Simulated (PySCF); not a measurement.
**One shape, several levels: C4H8Cl2 (1,3-dichlorobutane)**

Aim: a comparison of 6 runs (B2PLYP/6-31G*, BHLYP/6-31G*, CAM-B3LYP/6-31G*, M06-2X/6-31G*, wB97M-V/6-31G*, wB97X/6-31G*) of C4H8Cl2 (1,3-dichlorobutane). 

The results are computed with PySCF 2.14.0.

## 1. The system as given

C4H8Cl2: 14 atoms, total charge 0, spin state singlet. As SMILES, `CC(Cl)CCCl`. Geometry: relaxed at GFN2-xTB. This is one conformer, not always the lowest.

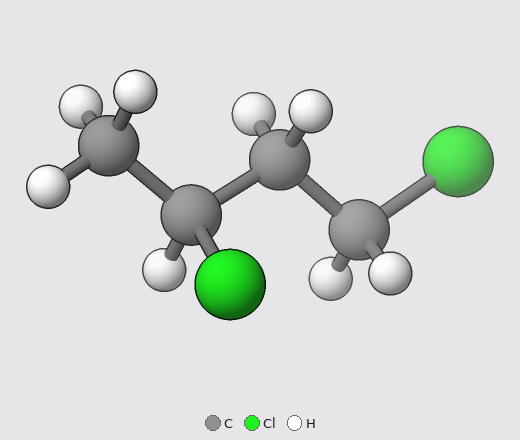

The structure, seen from a chosen angle (carbon grey, chlorine green, hydrogen white).

## 2. A single-point energy at B2PLYP/6-31G(d) (spherical functions) (run 1)

start.xyz

```xyz
14
C4H8Cl2
C     -1.534660    -1.182010     0.419250
C     -0.137480    -0.785260    -0.021300
Cl     1.058490    -1.575090     1.066290
C      0.072130     0.724530     0.015810
C      1.438030     1.125410    -0.519670
Cl     1.599440     2.901660    -0.518210
H     -1.638850    -2.263950     0.427120
H     -1.740070    -0.805920     1.418360
H     -2.266900    -0.766420    -0.269740
H      0.077730    -1.175970    -1.019480
H     -0.705040     1.193340    -0.592140
H     -0.036370     1.082990     1.041100
H      2.240240     0.730830     0.102830
H      1.573320     0.795850    -1.550230
```

calc.py

```python
from pyscf import gto, dft, mp

molecule = gto.M(
    atom='start.xyz',
    max_memory=1860,
    verbose=4,
    basis='6-31g*',
)

myscf = dft.RKS(molecule)
myscf.xc = '0.53*HF + 0.47*B88, 0.73*LYP'
myscf.grids.level = 5
myscf.conv_tol = 1e-10
myscf.kernel()
if not myscf.converged:
    myscf = myscf.newton().run(myscf.mo_coeff, myscf.mo_occ)

pt = mp.MP2(myscf, frozen=14).run()
e_final = myscf.e_tot + 0.27 * pt.e_corr
print('PT2 part  %.8f' % (0.27 * pt.e_corr))
print('E = %.10f Eh' % e_final)
```

The run is started by

```sh
$ OMP_NUM_THREADS=1 python calc.py
```

Output:

```text
PySCF version 2.14.0

[... 86 lines left out ...]
converged SCF energy = -1076.85065647074
[... 1 line left out ...]
******** <class 'pyscf.mp.mp2.RMP2'> ********
nocc = 19, nmo = 94
frozen orbitals 14
E(RMP2) = -1077.79852790555  E_corr = -0.947871434813177
E(SCS-RMP2) = -1077.78252614238  E_corr = -0.9318696716434
E_corr(same-spin) = -0.237203134768169
E_corr(oppo-spin) = -0.710668300045008
PT2 part  -0.25592529
E = -1077.1065817581 Eh
```

It took 56 s on 1 thread of Intel Xeon at 2.70GHz, shared host; peak memory 0.59 GiB.

## 3. A single-point energy at BHLYP/6-31G(d) (spherical functions) (run 2)

geometry.xyz

```xyz
14
C4H8Cl2
C     -1.534660    -1.182010     0.419250
C     -0.137480    -0.785260    -0.021300
Cl     1.058490    -1.575090     1.066290
C      0.072130     0.724530     0.015810
C      1.438030     1.125410    -0.519670
Cl     1.599440     2.901660    -0.518210
H     -1.638850    -2.263950     0.427120
H     -1.740070    -0.805920     1.418360
H     -2.266900    -0.766420    -0.269740
H      0.077730    -1.175970    -1.019480
H     -0.705040     1.193340    -0.592140
H     -0.036370     1.082990     1.041100
H      2.240240     0.730830     0.102830
H      1.573320     0.795850    -1.550230
```

input.py

```python
# 1,3-dichlorobutane
from pyscf import gto, dft

mol = gto.M(
    atom='geometry.xyz',
    verbose=4,
    basis='6-31g*',
    max_memory=1860,
)

ks = dft.RKS(mol)
ks.xc = 'bhandhlyp'
ks.conv_tol = 1e-10
ks.grids.level = 5
ks.kernel()
if not ks.converged:
    ks = ks.newton().run(ks.mo_coeff, ks.mo_occ)

e_final = ks.e_tot
print('E(%s) = %.9f' % ('BHLYP', e_final))
```

The run is started by

```sh
$ OMP_NUM_THREADS=1 python input.py
```

Output:

```text
PySCF version 2.14.0

[... 84 lines left out ...]
converged SCF energy = -1077.51028896218
E(BHLYP) = -1077.510288962
```

Wall time 50 s (1 thread of Intel Xeon at 2.70GHz, shared host); peak memory 0.59 GiB.

## 4. The energy at CAM-B3LYP/6-31G(d) (spherical functions) (run 3)

job.py

```python
from pyscf import gto, dft

mol = gto.M(
    atom='''
C       -1.534660      -1.182010       0.419250
C       -0.137480      -0.785260      -0.021300
Cl       1.058490      -1.575090       1.066290
C        0.072130       0.724530       0.015810
C        1.438030       1.125410      -0.519670
Cl       1.599440       2.901660      -0.518210
H       -1.638850      -2.263950       0.427120
H       -1.740070      -0.805920       1.418360
H       -2.266900      -0.766420      -0.269740
H        0.077730      -1.175970      -1.019480
H       -0.705040       1.193340      -0.592140
H       -0.036370       1.082990       1.041100
H        2.240240       0.730830       0.102830
H        1.573320       0.795850      -1.550230
''',
    spin=0,
    max_memory=1860,
    verbose=3,
    basis='6-31g*',
)

mf = dft.RKS(mol)
mf.xc = 'cam-b3lyp'
mf.conv_tol = 1e-10
mf.grids.level = 5
mf.kernel()
if not mf.converged:
    mf = mf.newton().run(mf.mo_coeff, mf.mo_occ)

e_tot = mf.e_tot
print('E = %.10f Eh' % e_tot)
```

The run is started by

```sh
$ OMP_NUM_THREADS=1 python job.py
```

Output:

```text
converged SCF energy = -1077.53796753624
E = -1077.5379675362 Eh
```

Wall time 90 s (1 thread of Intel Xeon at 2.70GHz, shared host); peak memory 0.59 GiB.

Runs 4 to 5 aren't shown in full; the table further down has their settings and results.

## 5. A single-point energy at wB97X/6-31G(d) (spherical functions) (run 6)

mol.xyz

```xyz
14

C     -1.534660    -1.182010     0.419250
C     -0.137480    -0.785260    -0.021300
Cl     1.058490    -1.575090     1.066290
C      0.072130     0.724530     0.015810
C      1.438030     1.125410    -0.519670
Cl     1.599440     2.901660    -0.518210
H     -1.638850    -2.263950     0.427120
H     -1.740070    -0.805920     1.418360
H     -2.266900    -0.766420    -0.269740
H      0.077730    -1.175970    -1.019480
H     -0.705040     1.193340    -0.592140
H     -0.036370     1.082990     1.041100
H      2.240240     0.730830     0.102830
H      1.573320     0.795850    -1.550230
```

job.py

```python
from pyscf import gto, dft

mol = gto.Mole()
mol.atom = 'mol.xyz'
mol.spin = 0
mol.basis = '6-31g*'
mol.max_memory = 1860
mol.verbose = 3
mol.build()

mf = dft.RKS(mol, xc='wb97x')
mf.grids.level = 5
mf.conv_tol = 1e-10
mf.kernel()
if not mf.converged:
    mf = mf.newton().run(mf.mo_coeff, mf.mo_occ)

e_final = mf.e_tot
print('E = %.10f Eh' % e_final)
```

The run is started by

```sh
$ OMP_NUM_THREADS=1 python job.py
```

Output:

```text
converged SCF energy = -1077.57096364339
E = -1077.5709636434 Eh
```

Wall time 90 s (1 thread of Intel Xeon at 2.70GHz, shared host); peak memory 0.59 GiB.

## 6. Overview of the runs

| run | level | frozen core orbitals | nlc grid | energy (Eh) | dipole moment (D) | HOMO energy (eV) | LUMO energy (eV) | wall time |
| --- | --- | --- | --- | --- | --- | --- | --- | --- |
| 1 | B2PLYP/6-31G* (spherical functions) | 14 | – | -1077.106582 | 2.53 | -9.40 | 2.51 | 56 s |
| 2 | BHLYP/6-31G* (spherical functions) | – | – | -1077.510289 | 2.52 | -9.46 | 2.15 | 50 s |
| 3 | CAM-B3LYP/6-31G* (spherical functions) | – | – | -1077.537968 | 2.47 | -9.53 | 2.17 | 90 s |
| 4 | M06-2X/6-31G* (spherical functions) | – | – | -1077.492311 | 2.46 | -9.52 | 1.91 | 77 s |
| 5 | wB97M-V/6-31G* (spherical functions) | – | 1 | -1077.478104 | 2.45 | -10.44 | 3.14 | 5.4 min |
| 6 | wB97X/6-31G* (spherical functions) | – | – | -1077.570964 | 2.50 | -10.64 | 3.21 | 90 s |

## 7. What came out

| quantity | value |
| --- | --- |
| run 6: total energy | -1077.57096 Eh |
| run 6: dipole moment | 2.50 D |
| run 6: HOMO energy | -10.64 eV |
| run 6: LUMO energy | 3.21 eV |
| run 6: HOMO–LUMO gap | 13.85 eV |

What this shows: The dipole moment (its size) runs from 2.45 D (wB97M-V/6-31G*) to 2.53 D (B2PLYP/6-31G*). A double hybrid's value is that of its SCF part. The HOMO–LUMO gap runs from 11.43 eV (M06-2X/6-31G*) to 13.85 eV (wB97X/6-31G*). Totals of different functionals can't be ranked against each other. All runs together took 11 min, the longest 5.4 min.
